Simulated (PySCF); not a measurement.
```yaml
atoms:
  - { symbol: F, position_ang: [1.0337, 0.4632, 1.9894] }
  - { symbol: Ge, position_ang: [1.4963, 0.0498, 0.3568] }
  - { symbol: C, position_ang: [-0.2454, -0.5646, -0.4445] }
  - { symbol: Cl, position_ang: [-0.0187, -0.6080, -2.2064] }
  - { symbol: Cl, position_ang: [-0.5785, -2.2093, 0.1289] }
  - { symbol: C, position_ang: [-1.4036, 0.3309, -0.0964] }
  - { symbol: Cl, position_ang: [-0.8389, 1.9893, -0.3209] }
  - { symbol: H, position_ang: [2.4078, -1.1275, 0.5468] }
  - { symbol: H, position_ang: [2.0937, 1.3012, -0.2110] }
  - { symbol: H, position_ang: [-1.6621, 0.2120, 0.9571] }
  - { symbol: H, position_ang: [-2.2789, 0.1656, -0.7257] }
```

Geometry: GFN2-xTB.

Theory: CAM-B3LYP/def2-SVPD, SCF density, gas phase (PySCF 2.14.0).

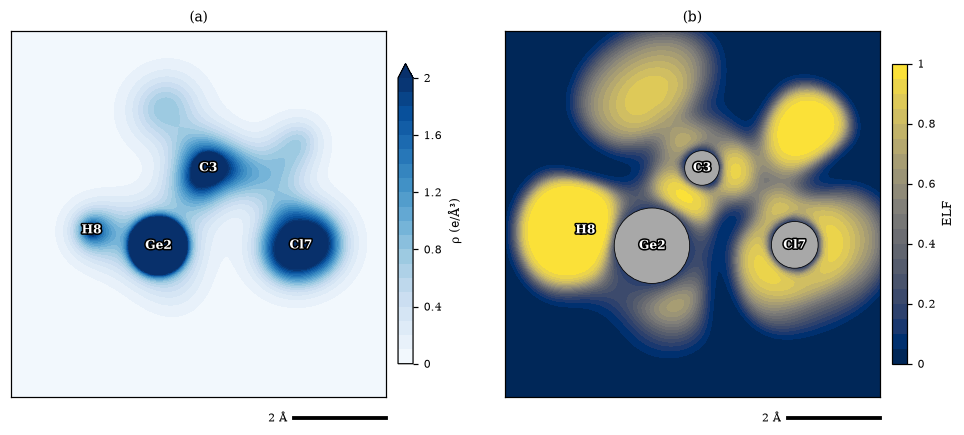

C$_{2}$H$_{4}$Cl$_{3}$FGe (SMILES [F][GeH2][C](Cl)(Cl)CCl). (a) total electron density; (b) ELF on the plane of atoms C3, Ge2 and H8. Grey discs cover the atomic cores in the ELF map.

**Read the bonding off the picture.**

- The section cuts through Ge, C, Cl and H sites.
- C–Ge (2.01 Å): ρ at the midpoint is about 0.85 e/Å³; the ELF peaks at about 0.95 in the valence shell of C, 0.7 Å from its nucleus, and is about 0.75 at the midpoint.
- Ge–H (1.50 Å): ρ at the midpoint is about 1.2 e/Å³; the ELF climbs to about 1 towards the hydrogen.
- The ELF also peaks beside Cl7 and Cl5, away from the bonds: lone-pair regions.
